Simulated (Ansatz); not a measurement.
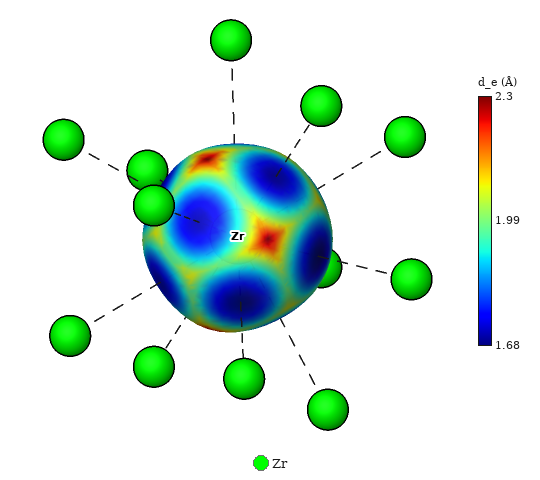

Hirshfeld surface computed for one Zr atom in Zr (P6_3/mmc), coloured by d_e. Dashed lines lead to the closest neighbours outside.

The surface is where the fragment's share of the procrystal density (the sum of the densities of spherically averaged neutral Hartree-Fock atoms) equals one half. d_i and d_e are the distances from the surface to the nearest nucleus inside and outside. From Rb on the atoms have core potentials, so only their outer electrons count.

Source of the atomic positions: the input geometry of an electronic-structure calculation (not necessarily at equilibrium).

```yaml
crystal:
  lattice:
    - [3.14943, 0.00000, 0.00000]
    - [-1.57471, 2.72748, 0.00000]
    - [0.00000, 0.00000, 5.07041]
  atoms:
    - { symbol: Zr, position: [0.33333, 0.66667, 0.25000] }
    - { symbol: Zr, position: [0.66667, 0.33333, 0.75000] }
```

What is the shortest distance from the fragment to an atom outside it?

Zr–Zr, 3.12 Å.

How is the surface shared among contacts (nearest atom inside ··· nearest atom outside)?

Zr···Zr 100 %. The surface faces 12 neighbours with more than 2 % of its area each: 12 Zr.

Give the size and shape of the surface.

It encloses about 13.4 Å³, has an area of about 27 Å² and a globularity of 1.00 (1 for a sphere).
